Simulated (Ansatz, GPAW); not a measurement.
## Cutoff, mesh and smearing for Y/V(110)

Wanted: a convergence study on the slab Y/V(110).

Calculated with GPAW 26.7.0 and Ansatz 0.2.0; Ansatz plane waves; slab in vacuum with a dipole correction, relaxation; PAW set soft_1, in the first sound run; inputs show where later runs differ.

## 1. Starting point

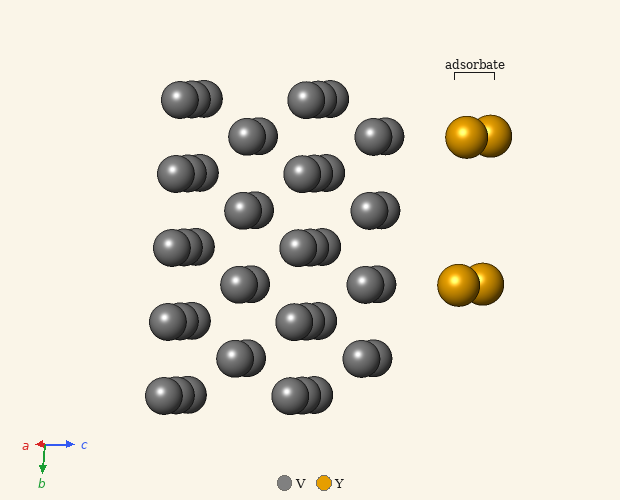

The starting structure, seen from the side, with the c axis across the page (vanadium grey, yttrium orange). 1×2×1 cells are drawn. Some periodic images of atoms are drawn too.

The cell holds 17 atoms: 16 V and 1 Y. Cell: a = 5.231 Å, b = 5.231 Å, c = 27.762 Å, α = 90.0°, β = 90.0°, γ = 70.5°. Vacuum lies along c.

## 2. Relaxation

The atoms are relaxed first, since the surface dipole, and with it the work function, follows the positions of the outer layers. The lowest 12 atoms are held at bulk positions and keep their forces.

The input, input.yaml:

```yaml
crystal:
  lattice:
    - [4.2709249584, -3.02, 0.0]
    - [4.2709249584, 3.02, 0.0]
    - [0.0, 0.0, 27.7620881468]
  atoms:
    - { symbol: V, position: [0.0, 0.0, 0.3241831073] }
    - { symbol: V, position: [0.25, 0.25, 0.4011032031] }
    - { symbol: V, position: [0.0, 0.0, 0.4780232988] }
    - { symbol: V, position: [0.25, 0.25, 0.5549433946] }
    - { symbol: V, position: [0.0, 0.5, 0.3241831073] }
    - { symbol: V, position: [0.25, 0.75, 0.4011032031] }
    - { symbol: V, position: [0.0, 0.5, 0.4780232988] }
    - { symbol: V, position: [0.25, 0.75, 0.5549433946] }
    - { symbol: V, position: [0.5, 0.0, 0.3241831073] }
    - { symbol: V, position: [0.75, 0.25, 0.4011032031] }
    - { symbol: V, position: [0.5, 0.0, 0.4780232988] }
    - { symbol: V, position: [0.75, 0.25, 0.5549433946] }
    - { symbol: V, position: [0.5, 0.5, 0.3241831073] }
    - { symbol: V, position: [0.75, 0.75, 0.4011032031] }
    - { symbol: V, position: [0.5, 0.5, 0.4780232988] }
    - { symbol: V, position: [0.75, 0.75, 0.5549433946] }
    - { symbol: "Y", position: [0.0, 0.25, 0.6758168927] }
kpoints:
  mp_grid: { grid: [7, 7, 1] }
hamiltonian:
  xc: pbe
  pseudopotentials: { kind: paw, azcp: { folder: soft_1 } }
scf:
  occupations: { method: fermi_dirac, width: 0.1 }
efield:
  axis: 3
  dipole_correction: true
  ramp_width: 0.05
relax:
  f_tol: 0.02
  max_steps: 60
  constraints: [{ sites: [0, 1, 2, 4, 5, 6, 8, 9, 10, 12, 13, 14] }]
output:
  write_potential: true
  write_density: true
  volumetric_format: npy
```

Command:

```bash
> ansatz run input.yaml --threads 4 --pin off --max-ram 8192MiB --backend cpu --events-out ev --progress --plain --runs-dir out
```

Numbers of over 12 decimals in the logs are rounded to 6 here.

Log:

```text
Engine: ansatz 0.2.0, aarch64-unknown-linux-gnu
Pseudopotentials: kind: paw
Pseudopotential: V, paw, valence charge 13, recommended cutoff 420 eV (normal), soft_1/V.paw.azcp
Pseudopotential: Y, paw, valence charge 11, recommended cutoff 420 eV (normal), soft_1/Y.paw.azcp
Functional definition: PBE
  parameter kappa = 0.804
  parameter beta = 0.066725
  exchange = pbe_x(kappa = kappa, mu = beta*pi^2/3)
  correlation = pbe_c(beta = beta)
Crystal: 17 atoms, lattice volume = 716.162 Å³
Basis set: ecut = 420 eV, 14009 PW (Γ), exchange–correlation on 72×72×384 points (8 copies of the dense FFT grid, shifted against one another)
Bands: 132, of which v1, the nominal top of the filled ones, is band 110 counted from 1 (109 counted from 0)
Symmetry: 2 space group operations
Space group: P2 (ITA 3), of the structure as read, at distance tolerance 8.9e-5 Å
k-points: 25 of 49
Non-local potential: V, projectors of the file, l = 0: 3, l = 1: 2, l = 2: 3, l = 3: 1
Non-local potential: Y, projectors of the file, l = 0: 3, l = 1: 2, l = 2: 2, l = 3: 1
PAW form: soft (Blöchl's): semilocal exchange-correlation on the pseudo side does not see the compensation charge
PAW one-centre angular grid: V, 590 points (default); XC on 64 Gauss nodes
PAW one-centre angular grid: Y, 590 points (default); XC on 64 Gauss nodes
Initial density: superposition of atomic densities (neutral atoms: chi_scale 0, normalization atom)
Initial wavefunctions: pseudopotential atomic-orbital guess
Functional: x = pbe(κ = 0.804, μ = 0.219515), c = pbe(β = 0.066725)
SCF iter   1: F=—  HF=-50465.696820 eV  |F-HF|=—  |Δ(HF+E_count)|=         —  Δρ=6.51e-2  dr2=4.72e2  ethr=3.10e-3  p=-0.000 e·Å  D=-7.27e-6 V/Å  ΔV_dip=0.00 eV  dr2_dipole=2.98e1  V_vac-E_F(+/−)=8.72/8.72 eV  ⟨swp⟩=9.6  Hψ=15377  notcnv=0
efield: sawtooth ramp at fractional position 0.9750 (placed from the atoms, in the widest stretch of the axis that holds none; the zero of the levels goes with the place), width 0.0500; the density the first Hamiltonian is built on has a dipole p = -0.000 e·Å; the dipole correction subtracts the counter field D = -7.27e-6 V/Å, which shifts the + side's vacuum level by +0.00 eV against the − side's; the planar-averaged density in the ramp window peaks in size at 2.7e-5 e/Å³
preconditioner: auto → LDOS  [metal: Δε(μ)=0.003 eV  Ē_g=3.360 eV  σ=0.100 eV  W_gap=0.01  n_scr=130 (ndim 8)  ℏωp=12.6 eV  f_vac=0.533  D(μ)=18.33/eV (n_scr^D=114)  β→1.0]
SCF iter   2: F=—  HF=-51361.135062 eV  |F-HF|=—  |Δ(HF+E_count)|=    8.95e2  Δρ=3.33e-1  dr2=7.93e4  ethr=3.10e-3  p=3.496 e·Å  D=8.83e-1 V/Å  ΔV_dip=-24.53 eV  dr2_dipole=8.29e4  V_vac-E_F(+/−)=-15.77/8.76 eV  ⟨swp⟩=44.1  Hψ=107394  notcnv=35  recentre
SCF iter   3: F=—  HF=-50457.808232 eV  |F-HF|=—  |Δ(HF+E_count)|=    9.03e2  Δρ=4.27e-2  dr2=2.90e2  ethr=3.10e-3  p=-0.022 e·Å  D=-5.47e-3 V/Å  ΔV_dip=0.15 eV  dr2_dipole=9.60e1  V_vac-E_F(+/−)=8.54/8.37 eV  ⟨swp⟩=28.2  Hψ=76630  notcnv=0  defer=112
SCF iter   4: F=—  HF=-50457.595908 eV  |F-HF|=—  |Δ(HF+E_count)|=   2.12e-1  Δρ=4.10e-2  dr2=2.82e2  ethr=3.10e-3  p=-0.283 e·Å  D=-7.16e-2 V/Å  ΔV_dip=1.99 eV  dr2_dipole=9.47e1  V_vac-E_F(+/−)=10.29/8.30 eV  ⟨swp⟩=16.3  Hψ=16277  notcnv=1  defer=21
SCF iter   5: F=—  HF=-50453.806358 eV  |F-HF|=—  |Δ(HF+E_count)|=    3.79e0  Δρ=3.59e-2  dr2=2.35e2  ethr=3.10e-3  p=-0.537 e·Å  D=-1.36e-1 V/Å  ΔV_dip=3.77 eV  dr2_dipole=8.82e1  V_vac-E_F(+/−)=11.74/8.00 eV  ⟨swp⟩=6.1  Hψ=6356  notcnv=0
SCF iter   6: F=—  HF=-50443.947653 eV  |F-HF|=—  |Δ(HF+E_count)|=    9.86e0  Δρ=2.53e-2  dr2=1.16e2  ethr=3.10e-3  p=-0.413 e·Å  D=-1.04e-1 V/Å  ΔV_dip=2.90 eV  dr2_dipole=4.57e1  V_vac-E_F(+/−)=10.15/7.31 eV  ⟨swp⟩=11.4  Hψ=10186  notcnv=0
SCF iter   7: F=—  HF=-50459.164244 eV  |F-HF|=—  |Δ(HF+E_count)|=    1.52e1  Δρ=9.03e-2  dr2=1.37e3  ethr=3.10e-3  p=-0.341 e·Å  D=-8.62e-2 V/Å  ΔV_dip=2.39 eV  dr2_dipole=6.33e2  V_vac-E_F(+/−)=8.51/6.24 eV  ⟨swp⟩=25.1  Hψ=36084  notcnv=0  recentre
SCF iter   8: F=—  HF=-50448.033670 eV  |F-HF|=—  |Δ(HF+E_count)|=    1.11e1  Δρ=8.05e-2  dr2=9.37e2  ethr=3.10e-3  p=-0.527 e·Å  D=-1.33e-1 V/Å  ΔV_dip=3.70 eV  dr2_dipole=4.07e2  V_vac-E_F(+/−)=10.00/6.42 eV  ⟨swp⟩=7.9  Hψ=5768  notcnv=0
SCF iter   9: F=—  HF=-50440.020298 eV  |F-HF|=—  |Δ(HF+E_count)|=    8.01e0  Δρ=3.04e-2  dr2=1.14e2  ethr=3.10e-3  p=-0.611 e·Å  D=-1.54e-1 V/Å  ΔV_dip=4.29 eV  dr2_dipole=3.86e1  V_vac-E_F(+/−)=10.28/6.10 eV  ⟨swp⟩=9.1  Hψ=6561  notcnv=0
SCF iter  10: F=—  HF=-50439.128774 eV  |F-HF|=—  |Δ(HF+E_count)|=   8.92e-1  Δρ=1.49e-2  dr2=3.13e1  ethr=3.10e-3  p=-0.084 e·Å  D=-2.11e-2 V/Å  ΔV_dip=0.59 eV  dr2_dipole=1.56e1  V_vac-E_F(+/−)=6.11/5.54 eV  ⟨swp⟩=14.8  Hψ=10784  notcnv=0
SCF iter  11: F=—  HF=-50439.840551 eV  |F-HF|=—  |Δ(HF+E_count)|=   7.12e-1  Δρ=1.28e-2  dr2=3.83e1  ethr=3.10e-3  p=0.111 e·Å  D=2.80e-2 V/Å  ΔV_dip=-0.78 eV  dr2_dipole=1.76e1  V_vac-E_F(+/−)=4.38/5.16 eV  ⟨swp⟩=18.8  Hψ=13973  notcnv=0
SCF iter  12: F=—  HF=-50438.815442 eV  |F-HF|=—  |Δ(HF+E_count)|=    1.03e0  Δρ=9.76e-3  dr2=1.90e1  ethr=3.10e-3  p=0.182 e·Å  D=4.60e-2 V/Å  ΔV_dip=-1.28 eV  dr2_dipole=8.81e0  V_vac-E_F(+/−)=3.69/4.97 eV  ⟨swp⟩=10.1  Hψ=7462  notcnv=0
SCF iter  13: F=—  HF=-50438.773808 eV  |F-HF|=—  |Δ(HF+E_count)|=   4.16e-2  Δρ=1.43e-2  dr2=4.69e1  ethr=3.10e-3  p=0.332 e·Å  D=8.40e-2 V/Å  ΔV_dip=-2.33 eV  dr2_dipole=2.59e1  V_vac-E_F(+/−)=2.56/4.90 eV  ⟨swp⟩=11.5  Hψ=12575  notcnv=0  recentre
SCF iter  14: F=—  HF=-50438.432576 eV  |F-HF|=—  |Δ(HF+E_count)|=   3.41e-1  Δρ=5.39e-3  dr2=4.90e0  ethr=3.10e-3  p=0.217 e·Å  D=5.48e-2 V/Å  ΔV_dip=-1.52 eV  dr2_dipole=2.28e0  V_vac-E_F(+/−)=3.35/4.88 eV  ⟨swp⟩=8.2  Hψ=6557  notcnv=0
SCF iter  15: F=—  HF=-50438.314919 eV  |F-HF|=—  |Δ(HF+E_count)|=   1.18e-1  Δρ=1.51e-3  dr2=3.19e-1  ethr=2.24e-3  p=0.229 e·Å  D=5.80e-2 V/Å  ΔV_dip=-1.61 eV  dr2_dipole=1.73e-1  V_vac-E_F(+/−)=3.26/4.87 eV  ⟨swp⟩=5.0  Hψ=5223  notcnv=0
SCF iter  16: F=—  HF=-50438.308103 eV  |F-HF|=—  |Δ(HF+E_count)|=   6.82e-3  Δρ=1.12e-3  dr2=2.92e-1  ethr=1.45e-4  p=0.239 e·Å  D=6.03e-2 V/Å  ΔV_dip=-1.67 eV  dr2_dipole=1.70e-1  V_vac-E_F(+/−)=3.15/4.82 eV  ⟨swp⟩=3.2  Hψ=4933  notcnv=0
SCF iter  17: F=—  HF=-50438.306709 eV  |F-HF|=—  |Δ(HF+E_count)|=   1.39e-3  Δρ=1.00e-3  dr2=1.34e-1  ethr=1.33e-4  p=0.231 e·Å  D=5.83e-2 V/Å  ΔV_dip=-1.62 eV  dr2_dipole=6.56e-2  V_vac-E_F(+/−)=3.17/4.79 eV  ⟨swp⟩=1.3  Hψ=3400  notcnv=0
[...]
relax step   4: F+E_penalty+E_count = -50439.42956321 eV  Δ(F+E_penalty+E_count) = -3.779e-1 eV  max|allowed force component| = 1.733e0 eV/Å  Δτ_max = 0.1953 Å  (6 SCF iters, dr2 threshold 1.00e-4 eV, accepted)
[...]
relax step   5: F+E_penalty+E_count = -50439.74031169 eV  Δ(F+E_penalty+E_count) = -3.107e-1 eV  max|allowed force component| = 1.229e0 eV/Å  Δτ_max = 0.1962 Å  (6 SCF iters, dr2 threshold 1.00e-4 eV, accepted)
[...]
relax step   6: F+E_penalty+E_count = -50439.95462594 eV  Δ(F+E_penalty+E_count) = -2.143e-1 eV  max|allowed force component| = 6.874e-1 eV/Å  Δτ_max = 0.2000 Å  (6 SCF iters, dr2 threshold 1.00e-4 eV, accepted)
[...]
relax step   7: F+E_penalty+E_count = -50440.01603906 eV  Δ(F+E_penalty+E_count) = -6.141e-2 eV  max|allowed force component| = 8.379e-2 eV/Å  Δτ_max = 0.1907 Å  (6 SCF iters, dr2 threshold 1.00e-4 eV, accepted)
[...]
relax step   8: F+E_penalty+E_count = -50440.01886317 eV  Δ(F+E_penalty+E_count) = -2.824e-3 eV  max|allowed force component| = 1.671e-2 eV/Å  Δτ_max = 0.0181 Å  (7 SCF iters, dr2 threshold 4.39e-7 eV, accepted)
iter 1 solved again at ethr=1.00e-10 eV; its pass at ethr=3.10e-3 eV (dr2=2.20e-7 eV) is discarded
SCF iter   1: F=—  HF=-50440.019038 eV  |F-HF|=—  |Δ(HF+E_count)|=         —  Δρ=3.30e-6  dr2=2.22e-7  ethr=1.00e-10  p=0.329 e·Å  D=8.32e-2 V/Å  ΔV_dip=-2.31 eV  dr2_dipole=2.77e-9  V_vac-E_F(+/−)=2.45/4.76 eV  ⟨swp⟩=1.1  Hψ=7814  notcnv=0
efield: sawtooth ramp at fractional position 0.9750 (handed on by an earlier solve), width 0.0500; the density the first Hamiltonian is built on has a dipole p = 0.329 e·Å; the dipole correction subtracts the counter field D = 8.32e-2 V/Å, which shifts the + side's vacuum level by -2.31 eV against the − side's; the planar-averaged density in the ramp window peaks in size at 2.2e-5 e/Å³
preconditioner: auto → LDOS  [metal: Δε(μ)=0.005 eV  Ē_g=2.597 eV  σ=0.100 eV  W_gap=0.01  n_scr=130 (ndim 8)  ℏωp=12.6 eV  f_vac=0.579  D(μ)=27.39/eV (n_scr^D=230)  β→1.0]
SCF iter   2: F=—  HF=-50440.018863 eV  |F-HF|=—  |Δ(HF+E_count)|=   1.74e-4  Δρ=3.13e-6  dr2=1.04e-7  ethr=1.00e-10  p=0.329 e·Å  D=8.32e-2 V/Å  ΔV_dip=-2.31 eV  dr2_dipole=1.53e-9  V_vac-E_F(+/−)=2.45/4.76 eV  ⟨swp⟩=2.6  Hψ=6549  notcnv=0
SCF iter   3: F=-50440.018863 eV  HF=-50440.018863 eV  |F-HF|=1.36e-8  |Δ(HF+E_count)|=   8.16e-9  Δρ=1.65e-6  dr2=3.34e-8  ethr=4.57e-11  p=0.329 e·Å  D=8.32e-2 V/Å  ΔV_dip=-2.31 eV  dr2_dipole=5.21e-11  V_vac-E_F(+/−)=2.45/4.76 eV  ⟨swp⟩=10.6  Hψ=22515  notcnv=0
SCF 9 converged in 3 iterations: F = -50440.018863 eV  dr2 = 3.34e-8
relax step   9: F+E_penalty+E_count = -50440.01886331 eV  Δ(F+E_penalty+E_count) = -1.356e-7 eV  max|allowed force component| = 1.671e-2 eV/Å  Δτ_max = 0.0000 Å  (3 SCF iters, accepted)
NSCF: frozen V_eff on 25 k-points
the band table was solved once a step of the walk had ended and its energy, with any forces and stress, was formed, with the checks that follow a solve (16327 applications of the Hamiltonian). They found nothing against the state; the energy, forces and stress were not computed again (output.eigenvalues in the input reference)
WARN: The output density's exchange-correlation potential varies sharply where the density is thin. Do not read a vacuum level from v_tot or v_xc, or from such a field of the output density. On a cell that repeats whose density bears no net charge and no dipole along the vacuum's axis use v_es (v_loc + v_h of the components); under efield.dipole_correction with no amplitude use v_es + v_field, which holds any externa [...]
SCF converged after 3 iterations
Free energy (F): -50440.018863 eV
Harris-Foulkes:  -50440.018863 eV  (|F-HF|=1.36e-8)
Internal energy: -50439.108658 eV  (E = F + TS)
E sigma→0 (E₀):  -50439.563760 eV
Entropy (-TS):   -0.910206 eV (-53.542 meV/atom)
Fermi energy:    3.282569 eV
Dipole field:    D = 0.083213 V/Å  (p = 0.329335 e·Å, saw-weighted, corrected)
Work function:   Φ+ = 2.4515 eV   Φ− = 4.7617 eV
Levels:          The Fermi level and band energies are counted from a zero that moves with the ramp; work functions are not
--- Per-component energies (eV) ---
  E_band       = -5281.787580
  E_kinetic    = 5026.164307
  E_local      = -373393.357512  (includes V_loc(G=0)·N_el)
  E_nonlocal   = 1337.630238
  E_hartree    = 183834.844301
  E_xc         = -2007.239378
  E_vxc        = -2517.700730  (∫ρ·V_xc dr)
  E_paw        = -20821.400359  (= ΣΔE_a)
  E_vpaw       = -3430.337881  (= ΣTr[D̂ρ^β])
  E_aug_tail   = 0.016480  (compensation charges beyond the density's cutoff)
  E_efield     = 0.013702  (sawtooth field / dipole correction)
  E_vefield    = 26.122145  (∫n·V_field dr)
  E_ewald      = 155584.219562
  E_smearing   = -0.910206  (= −TS)
  E_closure    = -0.000000  (closes the sum)
  Σ components = -50440.018863   (vs F -50440.018863, Δ=0.00e0)
--- Forces (eV/Å), atoms counted from 1 ---
  atom   1  V     -0.00914323     0.01398768     0.58286131
  atom   2  V      0.00789425     0.02096526    -0.50176696
  atom   3  V     -0.14151819    -0.13127987    -0.18934713
  atom   4  V     -0.00998288     0.01670996    -0.00058369
  atom   5  V      0.00914323    -0.01398768     0.58286131
  atom   6  V      0.02180945     0.01946969    -0.33142605
  atom   7  V      0.14151819     0.13127987    -0.18934713
  atom   8  V     -0.00246728    -0.00298697    -0.00333437
  atom   9  V     -0.01056090     0.01383061     0.56306258
  atom  10  V     -0.00789425    -0.02096526    -0.50176696
  atom  11  V     -0.04678806    -0.11827154    -0.12160688
  atom  12  V      0.00998288    -0.01670996    -0.00058369
  atom  13  V      0.01056090    -0.01383061     0.56306258
  atom  14  V     -0.02180945    -0.01946969    -0.33142605
  atom  15  V      0.04678806     0.11827154    -0.12160688
  atom  16  V      0.00246728     0.00298697    -0.00333437
  atom  17  Y     -0.00000000    -0.00000000     0.00431863
  max |Σ_I F_I| component: 3.63e-5 eV/Å
--- Band table (eV; the first three rows and the last of 25) ---
  k-point 0: bands = [... 106 lower, 3.4522, 3.4908, 3.6152, 3.7112, 3.7345, 3.8537, 3.8735, 3.9333, ... 18 higher]
  k-point 1: bands = [... 106 lower, 3.3409, 3.4632, 3.5471, 3.6191, 3.6476, 3.7127, 3.7681, 3.8381, ... 18 higher]
  k-point 2: bands = [... 106 lower, 3.1238, 3.1369, 3.2539, 3.2966, 3.4231, 3.4468, 3.4845, 3.5654, ... 18 higher]
  k-point 24: bands = [... 106 lower, 2.9324, 2.9891, 2.9917, 3.0271, 3.1288, 3.1560, 3.2084, 3.3205, ... 18 higher]
--- Relaxed structure (9 steps of the walk, 9 accepted, 0 SCFs on fresh bases) ---
  F+E_penalty+E_count = -50440.01886331 eV   max|allowed force component| = 1.671e-2 eV/Å
  atoms:
    - { symbol: V, position: [0.0, 0.0, 0.324183] }
    - { symbol: V, position: [0.250000, 0.250000, 0.4011032031] }
    - { symbol: V, position: [0.0, 0.0, 0.478023] }
    - { symbol: V, position: [0.250260, 0.250183, 0.547477] }
    - { symbol: V, position: [-2.7755575615628914e-17, 0.5, 0.324183] }
    - { symbol: V, position: [0.250000, 0.75, 0.4011032031] }
    - { symbol: V, position: [-2.7755575615628914e-17, 0.5, 0.478023] }
    - { symbol: V, position: [0.245705, 0.752304, 0.554655] }
    - { symbol: V, position: [0.5, -2.7755575615628914e-17, 0.324183] }
    - { symbol: V, position: [0.75, 0.250000, 0.4011032031] }
    - { symbol: V, position: [0.5, -2.7755575615628914e-17, 0.478023] }
    - { symbol: V, position: [0.749740, 0.249817, 0.547477] }
    - { symbol: V, position: [0.500000, 0.500000, 0.324183] }
    - { symbol: V, position: [0.75, 0.75, 0.4011032031] }
    - { symbol: V, position: [0.500000, 0.500000, 0.478023] }
    - { symbol: V, position: [0.754295, 0.747696, 0.554655] }
    - { symbol: Y, position: [-1.3877787807814457e-17, 0.25, 0.634255] }
```

Run time: 17 min. Hardware: 4 threads of Arm Neoverse V1, shared host; peak memory 3 GiB.

This run has no spin polarisation, although V can carry a moment.

The steps of the relaxation:

```
step  energy less that of the first step (eV)  largest force component (eV/Å)
   1                                   0.0000                          1.8777
   2                                  -0.3705                          1.9514
   3                                  -0.7472                          1.9414
   4                                  -1.1250                          1.7329
   5                                  -1.4358                          1.2286
   6                                  -1.6501                          0.6874
   7                                  -1.7115                          0.0838
   8                                  -1.7143                          0.0167
   9                                  -1.7143                          0.0167
```

The run keeps the 2 symmetry operations that it works with, so distortions that break them were not tested.

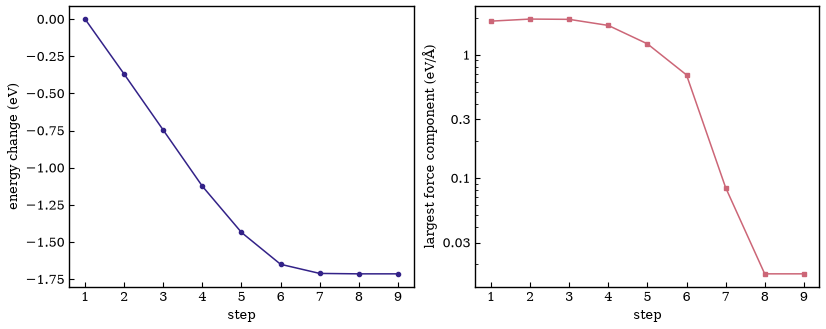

Energy and largest force along the relaxation.

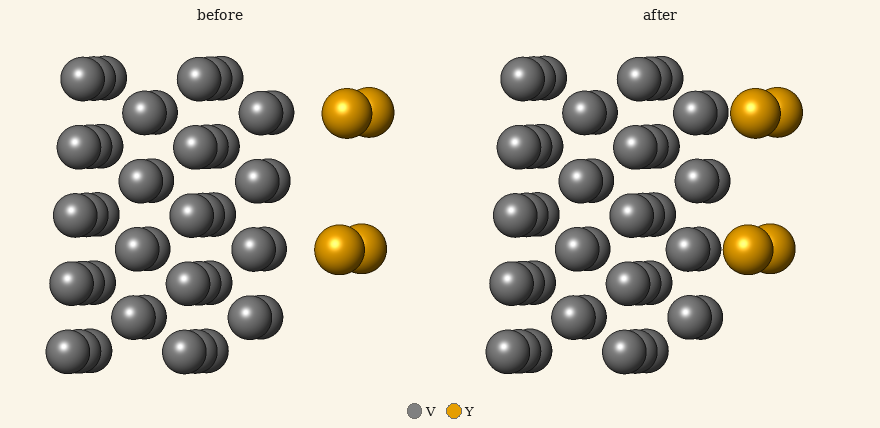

The structure before and after the relaxation, drawn at the same scale.

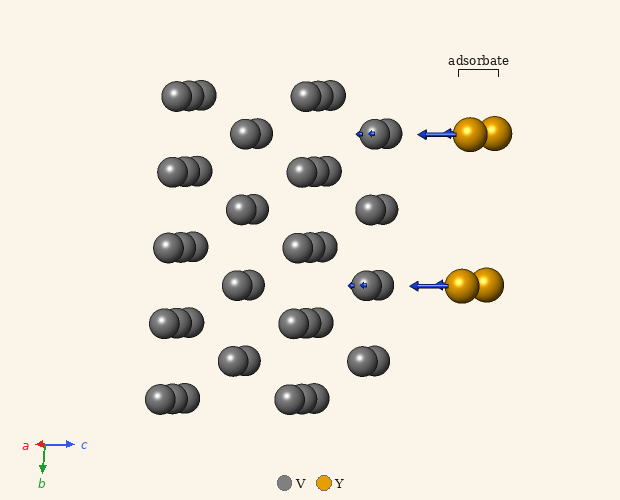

Displacements in the relaxation, exaggerated; the longest in the cell stands for 1.15 Å. 1×2×1 cells are drawn. Some periodic images of atoms are drawn too.

The atoms that moved most (Å):

```
atom      dx      dy      dz  length
 Y17   0.000   0.000  -1.154   1.154
  V4   0.002   0.000  -0.207   0.207
 V12  -0.002   0.000  -0.207   0.207
 V16   0.009  -0.020  -0.008   0.023
  V8  -0.009   0.020  -0.008   0.023
```

This step gave:

* free energy: -50440.0189 eV
* smearing term TS: 0.9102 eV
* symmetry operations: 2
* upper work function: 2.452 eV
* lower work function: 4.762 eV
* dipole along the normal: 0.3293 e·Å
* dipole field: 0.08321 V/Å
* vacuum level above: 5.734 eV
* vacuum level below: 8.044 eV

[end of part 1 of 3]

[Logs are printed without paths, hosts, clocks, repeated set-up lines and the standing remarks that a program may print on its own settings, such as how far it seeks lower states.]

[Hosts, paths, dates, database ids (printed as entryN), source tags and the programs' standing remarks are cut or masked in the printed files.]
